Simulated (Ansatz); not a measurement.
**CH$_{3}$NaSi (SMILES C=[SiH][Na]): density, localisation and related maps**

Input file:

```
crystal:
  periodic: [false, false, false]
  atoms:
    - {symbol: C, position_ang: [0.170630, -1.219226, 0.264771]}
    - {symbol: Na, position_ang: [0.624517, 2.161777, -1.685195]}
    - {symbol: Si, position_ang: [-0.587980, 0.288748, -0.132413]}
    - {symbol: H, position_ang: [1.163240, -1.474593, -0.092963]}
    - {symbol: H, position_ang: [-0.285469, -1.987896, 0.881437]}
    - {symbol: H, position_ang: [-1.948319, 0.337590, 0.511573]}
basis:
  gaussian:
    orbitals: def2-TZVPD
output: {forces: true, orbitals: {seedname: orbitals}}
hamiltonian:
  xc: pbe0
```

Run with:

```sh
ansatz run input.yaml --threads 2 --pin off --max-ram 4350MiB --events-out events.jsonl --progress --plain --runs-dir runs
```

Geometry: B3LYP-D4/def2-TZVP.

Method: isolated molecule in a Gaussian basis; Kohn-Sham density functional theory, functional PBE0 (Ansatz).

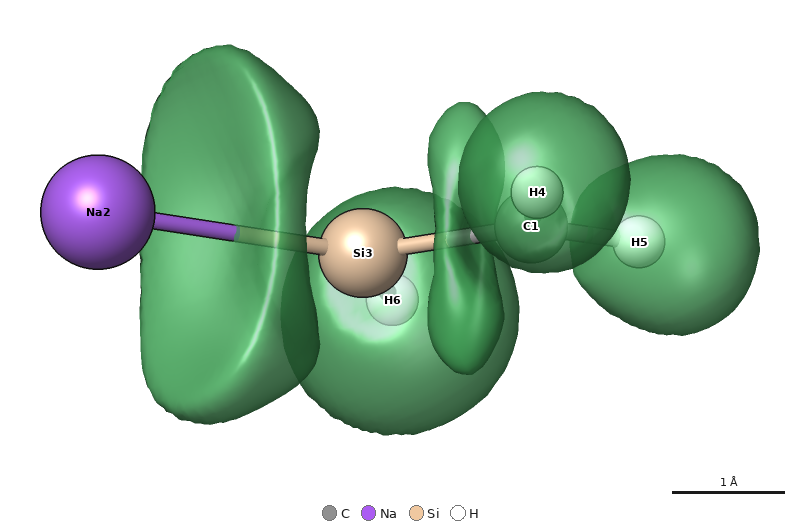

Figure 1. Isosurface of the ELF at 0.85 (green), seen from one side. Core shells and regions of very low density are left out.

### Where are the electrons localised?

The ELF exceeds this value in one region between bonded C–Si atoms (shared pairs), three regions around hydrogen nuclei and one lobe of the valence shell of Si pointing towards Na (polar bonds). Profiles from the grid: C–Si (1.73 Å): the ELF peaks at about 0.90 between the atoms; a covalent bond. Na–Si (2.72 Å): the ELF peaks at about 1 in the valence shell of Si, 1.2 Å from its nucleus, and is about 0.90 at the midpoint.

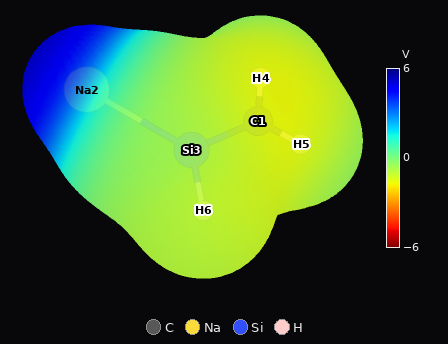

Figure 2. The electrostatic potential painted on the density surface at 0.001 e/bohr³, seen at a tilt; the colour scale runs from red (negative) to blue (positive).

### Where is the surface potential most negative and most positive?

The most negative region (about −1.7 V) lies over the π face of C1, the most positive (about +5.2 V) over Na2.

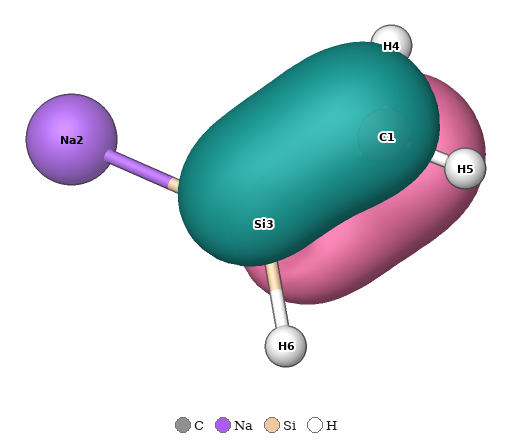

Figure 3. One frontier orbital at ±0.15 Å⁻³ᐟ² (teal and pink are the two phases), seen at a tilt.

### Which orbital is it: HOMO or LUMO?

The HOMO, at −5.10 eV. It lies mainly on C1 (about 45 %) and Si3 (about 40 %); it changes sign across the molecular plane (π type); π-bonding across C1–Si3.
